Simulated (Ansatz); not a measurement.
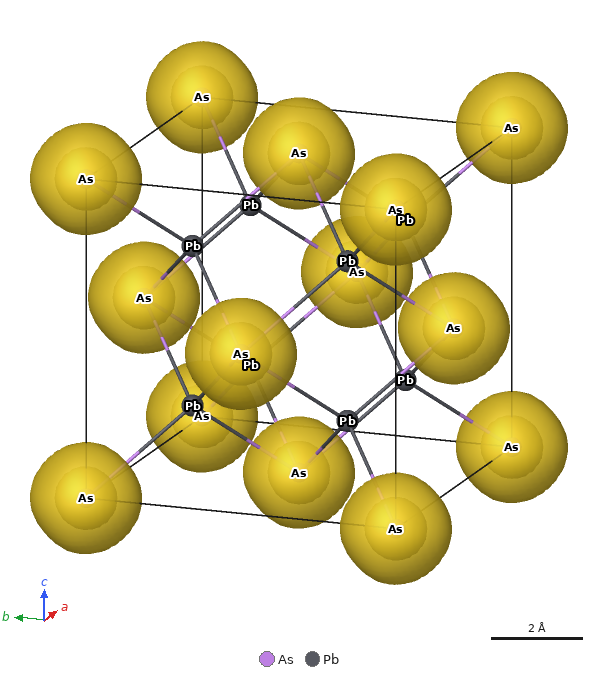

*AsPb$_{2}$. Isosurface of the electron localisation function at 0.6 (yellow), seen at an oblique angle. Core shells and regions of very low density are left out. Sticks mark near contacts.*

Space group Fm-3m; a structure generated by program, which may or may not match a known phase; computed without spin polarisation.

Method: DFT PBE, scalar-relativistic, plane waves, PAW (Ansatz).

In a PAW calculation such maps are meaningful between the atoms, not at the nuclei.

Where are the electrons localised?

At this value the surface marks out four regions wrapped around As (the valence shell of each), counted in one cell of 12 atoms. Any copies at cell faces, edges or corners count once.

Values along the shortest contacts:
As–Pb (3.15 Å): the ELF is about 0.30 at the midpoint.
